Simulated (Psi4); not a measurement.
## A ladder of methods for HI (hydrogen iodide)

HI has 2 atoms, charge 0, and is taken as a singlet. As SMILES, `I`. The shape was relaxed beforehand at PBE0/def2-TZVP.

```xyz
2

I    -0.6820    0.2524   -0.3436
H     0.7152   -0.1908    0.3220
```

Quantity: the HOMO–LUMO gap, in eV. The values are calculated.

| level | kind | program | value (eV) | CPU time |
| --- | --- | --- | --- | --- |
| PBE-D4/def2-TZVPP (density fitting, core potential) | GGA | Psi4 | 5.09 | 17 s |
| r2SCAN-D4/def2-TZVPP (density fitting, core potential) | meta-GGA | Psi4 | 5.71 | 34 s |
| B3LYP-D4/def2-TZVPP (density fitting, core potential) | global hybrid | Psi4 | 6.61 | 16 s |
| PBE0-D4/def2-TZVPP (density fitting, core potential) | global hybrid | Psi4 | 7.16 | 16 s |
| wB97M-V/def2-TZVPP (density fitting, core potential) | range-separated hybrid | Psi4 | 11.26 | 39 s |

The values span 5.09 to 11.26 eV. Orbital gaps aren't excitation energies; they tend to grow with the share of exact exchange. Times are those of the runs behind each value, whatever else they computed, on shared processors of several kinds: orders of magnitude only.

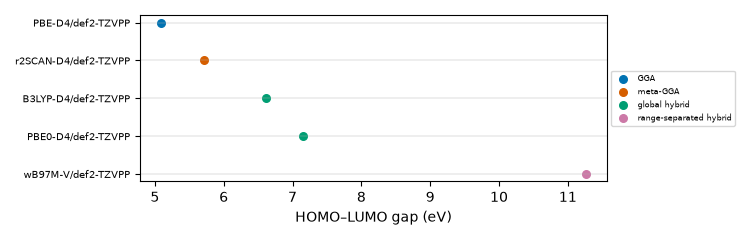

The values of the table, level by level.
